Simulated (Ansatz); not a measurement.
# BFH2O···H2S: what the fields show

The calculation's input:

```
crystal:
  periodic: [false, false, false]
  atoms:
    - { symbol: B, position_ang: [0.0, 0.0, 0.0] }
    - { symbol: O, position_ang: [0.0, 0.0, 1.76] }
    - { symbol: H, position_ang: [-0.9095, -0.2814, 2.0971] }
    - { symbol: F, position_ang: [1.1431, 0.0, -0.66] }
    - { symbol: H, position_ang: [-1.0305, 0.0, -0.595] }
    - { symbol: S, position_ang: [0.0982, 2.076, 0.6906] }
    - { symbol: H, position_ang: [0.6507, 2.1151, 1.9763] }
    - { symbol: H, position_ang: [0.0529, 1.1186, 1.6867] }
basis:
  gaussian: { orbitals: def2-SVP }
hamiltonian:
  xc: hf
relax:
  f_tol: 0.15
  max_steps: 25
  restrain:
    - { distance: [0, 5], at: 3.09, k: 30.0 }
    - { distance: [7, 1], at: 2.21, k: 30.0 }
    - { distance: [0, 1], at: 1.41, k: 30.0 }
    - { distance: [7, 5], at: 1.4, k: 30.0 }
output:
  orbitals: {}
```

Command:

```sh
ansatz run input.yaml --threads 2 --pin off --max-ram 3072MiB --backend cpu --events-out ev --progress --plain --runs-dir out
```

The fields are those of the run's last geometry, not of the input's.

Not at a stationary point (largest force 1.2 eV/Å).

The calculation used RHF/def2-SVP in Ansatz 0.2.0.

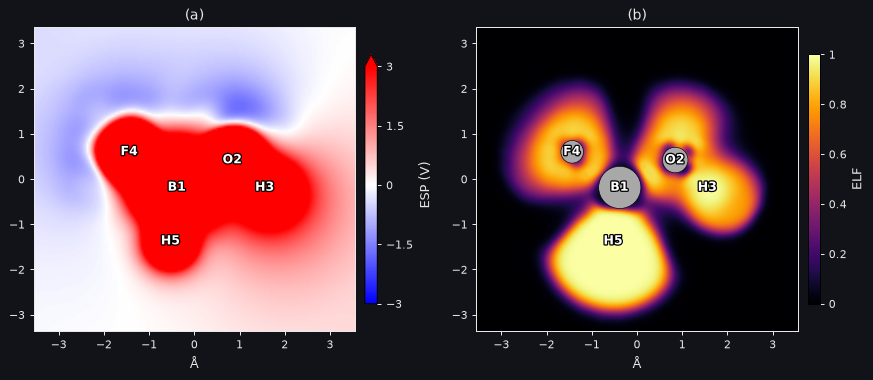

Figure 1. (a) molecular electrostatic potential; (b) electron localisation function on the plane of atoms F4, B1 and H5. Grey discs cover the atomic cores in the ELF map.

**Describe what can be read from this map.**

The plane passes through B, O, H and F nuclei.
B–F (1.31 Å): the ELF peaks at about 0.85 between the atoms: a shared but strongly polarised pair.
B–O (1.37 Å): the ELF peaks at about 0.90 between the atoms (a short, strongly polar bond).
O–H (0.94 Å): the ELF climbs to about 1 towards the hydrogen, as it does in any bond to H; an ordinary covalent bond to hydrogen.
B–H (1.20 Å): the ELF climbs to about 1 towards the hydrogen; an ordinary covalent bond to hydrogen.
The ELF also peaks beside F4 and O2, away from the bonds: lone-pair regions.
Outside the dense part of the complex the potential is most negative (−1.7 V) near O2.

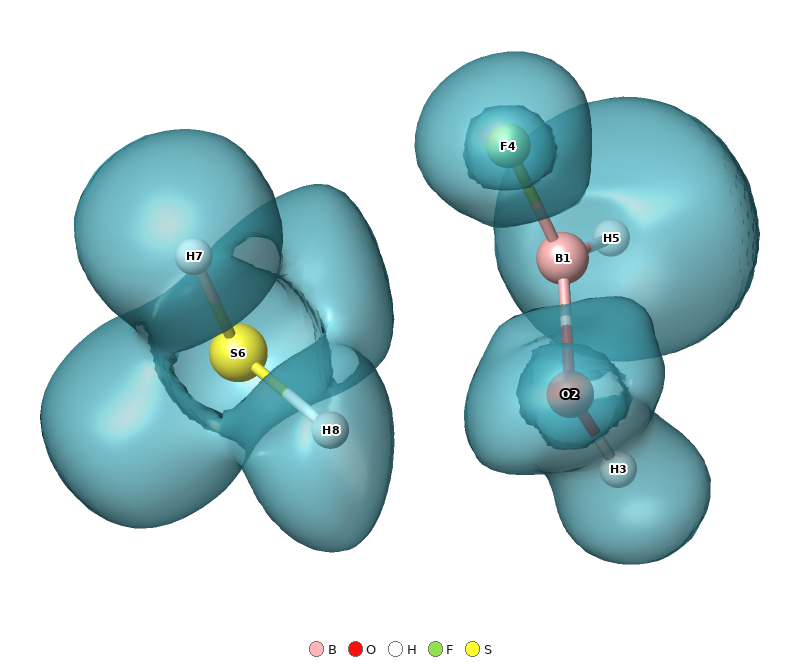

Figure 2. Isosurface of the electron localisation function at 0.75 (cyan), seen across its widest extent. Core shells and regions of very low density are left out.

**Identify the bonds, lone pairs and shells in this picture.**

The surface consists of one region around a hydrogen nucleus, one region on F in which the atom's valence shell and bonds are merged, one joined region spread over several atoms (H, O), in which their bonds and any lone pairs are merged and one joined region spread over several atoms (H, S), in which their bonds and any lone pairs are merged. Along the contacts the grid gives the following. B1···S6 (3.10 Å): the ELF peaks at about 0.85 in the valence shell of S, 0.9 Å from its nucleus, and is about 0.15 at the midpoint.

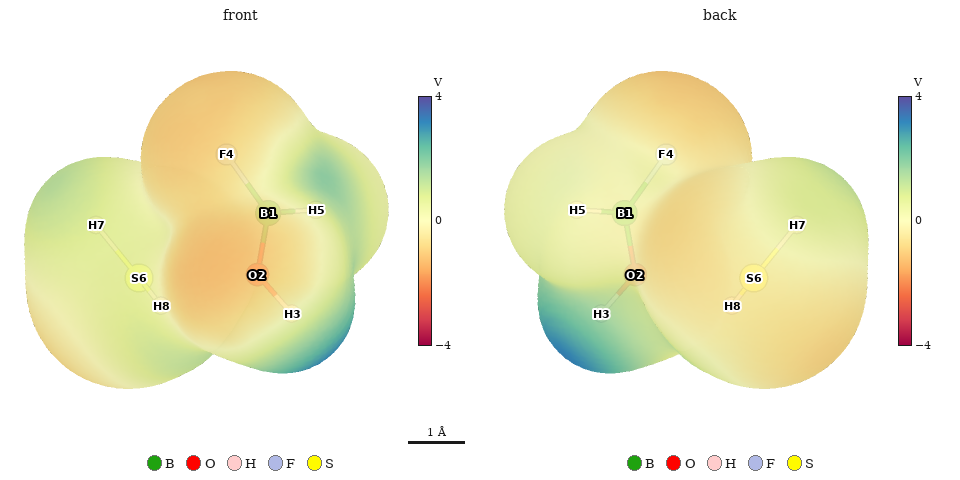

Figure 3. The molecular electrostatic potential painted on the density surface at 0.002 e/bohr³, seen from the front and from behind; the colour scale runs from red (negative) to blue (positive).

**Which sites attract a positive test charge, and which a negative one?**

A positive charge is drawn to the negative regions and a negative charge to the positive ones. The most negative region (about −1.3 V) lies over O2, the most positive (about +3.1 V) over H3. O2 is the likeliest acceptor of a hydrogen bond.
